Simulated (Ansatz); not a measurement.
Consider CH4ClFGe (SMILES [F][GeH2][CH2]Cl).

Input file:

```
crystal:
  periodic: [false, false, false]
  atoms:
    - {symbol: C, position_ang: [-2.524114, 0.964395, -0.467371]}
    - {symbol: Cl, position_ang: [-2.756402, 2.021024, 0.977474]}
    - {symbol: F, position_ang: [-1.893690, -1.899146, -1.161637]}
    - {symbol: Ge, position_ang: [-2.127472, -0.835928, 0.230293]}
    - {symbol: H, position_ang: [-3.333927, -1.387854, 1.026778]}
    - {symbol: H, position_ang: [-0.800393, -0.829939, 1.026138]}
    - {symbol: H, position_ang: [-3.451528, 0.981221, -1.070669]}
    - {symbol: H, position_ang: [-1.689877, 1.369164, -1.071159]}
basis:
  gaussian:
    orbitals: def2-TZVPD
hamiltonian:
  xc: {name: PBE0}
output: {forces: true, orbitals: {seedname: orbitals}}
```

Command:

```sh
ansatz run input.yaml --threads 1 --pin off --max-ram 2610MiB --events-out events.jsonl --progress --plain --runs-dir runs
```

Geometry: PBE-D3(BJ)/def2-SVP.

Theory: isolated molecule in a Gaussian basis; Kohn-Sham density functional theory, functional PBE0 in Ansatz.

**Predict the electron density and electron localisation function between the atoms.**

Ge–F (1.77 Å): ρ is about 0.91 e/Å³ halfway; the ELF peaks at about 0.80 in the valence shell of F, 0.6 Å from its nucleus, and is about 0.25 at the midpoint.
C–Cl (1.80 Å): ρ is about 1.3 e/Å³ halfway; the ELF peaks at about 0.85 between the atoms: a covalent bond.
C–Ge (1.97 Å): ρ is about 0.87 e/Å³ halfway; the ELF peaks at about 0.95 in the valence shell of C, 0.7 Å from its nucleus, and is about 0.75 at the midpoint.

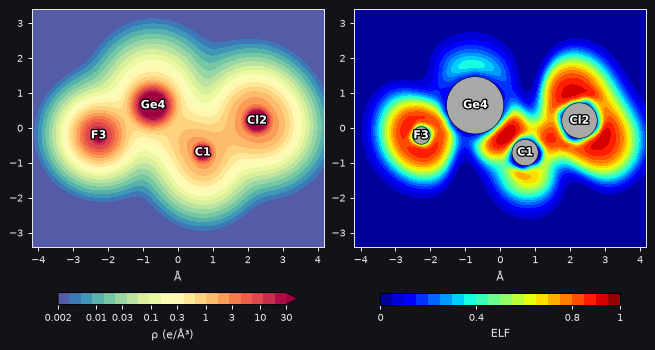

Computed electron density and electron localisation function on the plane of atoms Cl2, C1 and Ge4, in this order. Grey discs cover the atomic cores in the ELF map. 
